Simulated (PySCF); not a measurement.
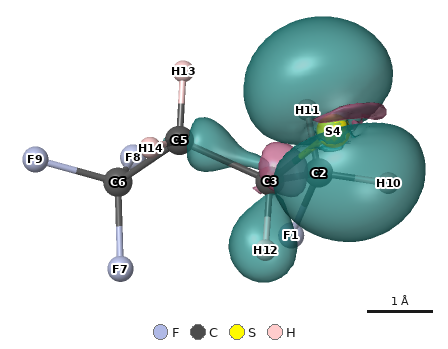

*C4H5F4S (doublet). Isosurfaces of the spin density at +0.015 (teal) and −0.015 e/Å³ (pink), seen from one side.*

Geometry: GFN2-xTB.

Computed with UKS B3LYP, pcH-1 on C F H S, non-relativistic, mean-field spin-orbit, GIAO (PySCF 2.14.0, density-fitted response routines).

```csv
atom,x (Å),y (Å),z (Å)
F,-1.1578,-0.9200,-1.5358
C,-1.5695,-0.3501,-0.3645
C,-0.6301,0.7956,0.0216
S,-1.5006,1.9323,1.1240
C,0.6633,0.3428,0.7029
C,1.5335,-0.5462,-0.1762
F,1.6635,-0.0771,-1.4207
F,1.0777,-1.7993,-0.2617
F,2.7755,-0.6334,0.3315
H,-2.5835,0.0257,-0.5361
H,-1.5821,-1.1369,0.3968
H,-0.3929,1.3609,-0.8870
H,0.4413,-0.2136,1.6167
H,1.2611,1.2188,0.9662
```

Where is the unpaired spin?

Answer. The unpaired spin (1 electron) lies mostly on S4 (about 0.9), in electrons by Hirshfeld's partition.
